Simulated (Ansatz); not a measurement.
# wB97M-V/def2-TZVP (core potential) run of InSiH5 (SMILES [SiH3][InH2])

What is the energy change on altering one bond length of InSiH5 at wB97M-V/def2-TZVP (core potential)? 

The results are computed with Ansatz 0.2.0.

37 further runs of the same task are left out: 37 set aside as unsound or not needed.

### 1 The structure to begin with

The species is InSiH5 (7 atoms), meant as a singlet with charge 0. As SMILES, `[SiH3][InH2]`. The coordinates come from a PBE0-D4/def2-TZVP relaxation.

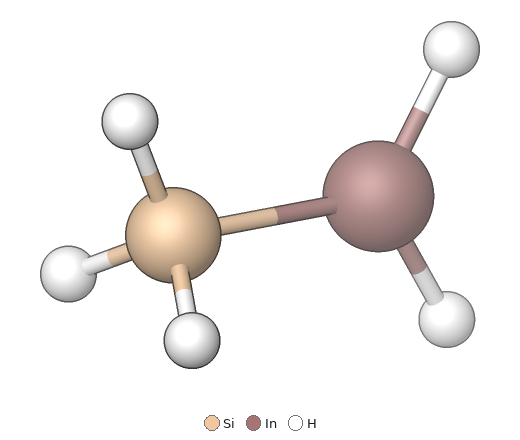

Viewed from a chosen angle; silicon light orange, indium brown, hydrogen white.

### 2 A single-point energy at wB97M-V/def2-TZVP (core potential)

Contents of in.yaml:

```yaml
crystal:
  periodic: [false, false, false]
  atoms:
    - {symbol: Si, position_ang: [-0.667100, -0.641500, -0.642100]}
    - {symbol: In, position_ang: [0.830800, 0.837600, 0.840500]}
    - {symbol: H, position_ang: [-2.119900, -0.371100, -0.463600]}
    - {symbol: H, position_ang: [-0.432000, -2.083300, -0.345900]}
    - {symbol: H, position_ang: [-0.338000, -0.425500, -2.080000]}
    - {symbol: H, position_ang: [0.179100, 2.062100, 1.872000]}
    - {symbol: H, position_ang: [2.547100, 0.621800, 0.819100]}
basis:
  gaussian:
    orbitals: def2-TZVP
hamiltonian:
  xc: {name: wB97M-V}
accuracy: high
output: {orbitals: {seedname: orbitals}}
magnetization:
  spin_polarized: false
```

Run with:

```sh
$ ansatz run in.yaml --threads 1 --pin off --max-ram 3480MiB --events-out events.jsonl --progress --plain --runs-dir runs
```

Log:

```text
Warning: RAYON_NUM_THREADS=1 ignored (pool sized by the plan → 1); use --threads N
Functional definition: wB97M-V
  name "wB97M-V"
  parameter omega = 0.3/bohr
  parameter cx = 0.15
  parameter cx01 = 1.007
  parameter cx10 = 0.259
  parameter css00 = 0.443
  parameter css04 = -1.437
  parameter css10 = -4.535
  parameter css20 = -3.390
  parameter css43 = 4.278
  parameter cos00 = 1.000
  parameter cos10 = 1.358
  parameter cos20 = 2.924
  parameter cos21 = -8.812
  parameter cos60 = -1.390
  parameter cos61 = 9.142
  parameter b = 6.0
  parameter c = 0.01
  gx(w, u) = 1 - cx + cx01*u + cx10*w
  gss(w, u) = css00 + css04*u^4 + css10*w + css20*w^2 + css43*w^4*u^3
  gos(w, u) = cos00 + cos10*w + (cos20 + cos21*u)*w^2 + (cos60 + cos61*u)*w^6
  exchange = spin_sum(e_x_unif_sr(omega)*gx(b97_w, b97_u_x)) + cx*exact_x_sr(omega) + exact_x_lr(omega)
  correlation = spin_sum(e_c_pw_mod_same_spin*gss(b97_w, b97_u_same))
      + integral(e_c_pw_mod_opposite_spin*gos(b97_w_opposite, b97_u_opposite)) + vv10(b, c)
2299 factors; integrals over basis functions are off by at most 3.6e-9 eV
456 factors; integrals over basis functions are off by at most 2.3e-9 eV
mean field evaluation 1: about -13129.2089 eV, gradient 1.2e1 eV
mean field evaluation 2: about -13129.6712 eV, gradient 6.3e0 eV
mean field evaluation 4: about -13129.7522 eV, gradient 2.8e-1 eV
mean field evaluation 8: about -13129.7910 eV, gradient 2.8e-2 eV
mean field evaluation 16: about -13129.7910 eV, gradient 1.7e-5 eV
mean field -13129.79097922 eV, -482.5109187943 hartree, gradient 5.6e-8 eV, S^2 0.000000; 0 other end points of the search recorded, 0 dependent functions left out
reference -13129.79098609 eV, -482.5109190468 hartree; 20, 20 occupied and 97, 97 virtual orbitals, 2299 factors
Total energy: -13129.79098609 eV, -482.5109190468 hartree
```

It took 74 s on 1 thread of Arm Neoverse V2, shared host; peak memory 0.72 GiB.

### 3 The distorted shape at the same level

Contents of in.yaml:

```yaml
crystal:
  periodic: [false, false, false]
  atoms:
    - {symbol: Si, position_ang: [-0.231298, -0.722613, -0.695645]}
    - {symbol: In, position_ang: [1.266602, 0.756487, 0.786955]}
    - {symbol: H, position_ang: [-2.119900, -0.371100, -0.463600]}
    - {symbol: H, position_ang: [0.003802, -2.164413, -0.399445]}
    - {symbol: H, position_ang: [0.097802, -0.506613, -2.133545]}
    - {symbol: H, position_ang: [0.614902, 1.980987, 1.818455]}
    - {symbol: H, position_ang: [2.982902, 0.540687, 0.765555]}
basis:
  gaussian:
    orbitals: def2-TZVP
total_charge: 0
hamiltonian:
  xc: {name: wB97M-V}
accuracy: high
output:
  orbitals: {seedname: orbitals}
```

Run with:

```sh
$ ansatz run in.yaml --threads 1 --pin off --max-ram 3480MiB --events-out events.jsonl --progress --plain --runs-dir runs
```

Log, shortened:

```text
Warning: RAYON_NUM_THREADS=1 ignored (pool sized by the plan → 1); use --threads N
[... 2 set-up lines as earlier in the session ...]
[...]
  gx(w, u) = 1 - cx + cx01*u + cx10*w
  gss(w, u) = css00 + css04*u^4 + css10*w + css20*w^2 + css43*w^4*u^3
  gos(w, u) = cos00 + cos10*w + (cos20 + cos21*u)*w^2 + (cos60 + cos61*u)*w^6
[...]
      + integral(e_c_pw_mod_opposite_spin*gos(b97_w_opposite, b97_u_opposite)) + vv10(b, c)
2295 factors; integrals over basis functions are off by at most 3.6e-9 eV
465 factors; integrals over basis functions are off by at most 1.8e-9 eV
[...]
mean field -13128.76218970 eV, -482.4731114769 hartree, gradient 1.8e-8 eV, S^2 0.000000; 0 other end points of the search recorded, 0 dependent functions left out
reference -13128.76219657 eV, -482.4731117295 hartree; 20, 20 occupied and 97, 97 virtual orbitals, 2295 factors
Total energy: -13128.76219657 eV, -482.4731117295 hartree
```

Wall time 81 s (1 thread of Arm Neoverse V2, shared host); peak memory 0.73 GiB.

### 4 Results

At wB97M-V/def2-TZVP (core potential):

| quantity | value |
| --- | --- |
| first shape: total energy | -482.51092 Eh |
| first shape: HOMO energy | -9.37 eV |
| first shape: LUMO energy | -0.61 eV |
| first shape: HOMO–LUMO gap | 8.76 eV |
| distorted shape: total energy | -482.47311 Eh |
| distorted shape: HOMO energy | -9.42 eV |
| distorted shape: LUMO energy | -0.70 eV |
| distorted shape: HOMO–LUMO gap | 8.73 eV |
| energy change with the Si1–H3 bond stretched from 1.488 to 1.935 Å | 1.029 eV |

In words: With the Si1–H3 bond stretched from 1.488 to 1.935 Å the energy rises by 1.03 eV (99 kJ/mol). The first shape isn't relaxed at this level, so the change isn't measured from a minimum.
